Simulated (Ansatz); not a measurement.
# How thick a slab does the work function of W need?

Slabs of W from 1 to 13 layers are run on 3 faces. From which thickness on does the work function stay within 0.05 eV of the thickest slab's, and does that depend on the face?

How it was computed: Ansatz 0.2.0, plane waves with PAW datasets (its set soft_2), PBE; symmetric slabs at bulk places and the tabulated experimental lattice constant, 18 Å of vacuum, one k-mesh a face (spacing 0.16 Å⁻¹, 2π included), Fermi-Dirac smearing of 0.1 eV.

The runs side by side:

| layers | W(100) (eV) | W(110) (eV) | W(111) (eV) |
| --- | --- | --- | --- |
| 1 | 4.982 | 5.298 | 4.885 |
| 2 | 4.112 | 4.768 | 4.173 |
| 3 | 4.347 | 4.897 | 4.098 |
| 4 | 4.175 | 4.909 | 4.213 |
| 5 | 4.233 | 4.893 | 3.931 |
| 6 | 4.216 | 4.910 | 4.013 |
| 7 | 4.206 | 4.900 | - |
| 8 | 4.213 | 4.902 | 3.975 |
| 10 | 4.221 | 4.896 | 4.013 |
| 11 | - | - | 3.955 |
| 13 | 4.212 | 4.900 | 3.944 |

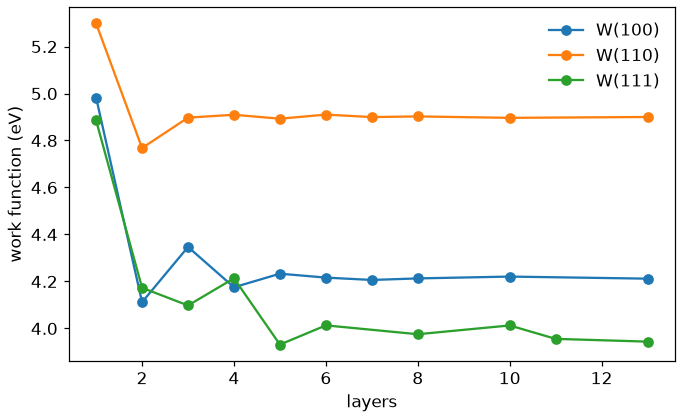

Work function against thickness.

What this shows: Within 0.05 eV of the 13-layer value: W(100) from 4 layers on, W(110) from 3 layers on and W(111) from 11 layers on. In length between the outer atoms these thicknesses are 4.7 Å, 4.5 Å and 9.1 Å; the faces differ a good deal. From four layers on the values span 0.017 to 0.282 eV, most on W(111). Thirteen layers cost about 8 to 9 times the CPU time of four.

Caveats: The 13-layer slab is the reference and is itself not proved converged. Thicknesses missing from the table have no sound run at this vacuum, and where values alternate they could fall outside the band. Spin-orbit coupling is left out. The smearing damps swings with thickness. The slabs are unrelaxed and unreconstructed, and the CPU ratio is rough.
